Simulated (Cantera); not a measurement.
Feed: 1 mol Fe3O4, 2.3 mol CO, held at 46.0 mbar.

Method: chemical equilibrium by Gibbs-energy minimisation in Cantera with the NASA 1993 tables (ideal gas, pure condensed phases). Candidate condensed phases: C, Fe, Fe(CO)5, FeO, Fe2O3, Fe3O4; 15 gas species. The tables' stoichiometric FeO is somewhat more stable than real wüstite, so its field is too wide. FeO: taken at fixed stoichiometry. Kinetics and transport are ignored.

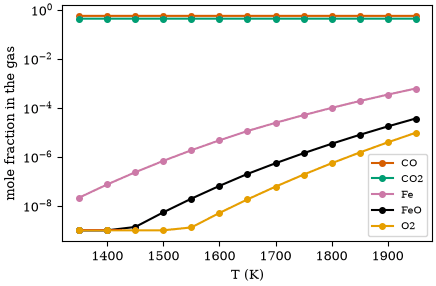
Equilibrium gas composition (values under 1e-9 drawn at 1e-9)

Question: Read off the mole fractions at 1500 K.

Answer: CO about 0.57, CO2 about 0.43, Fe about 6.9e-7.
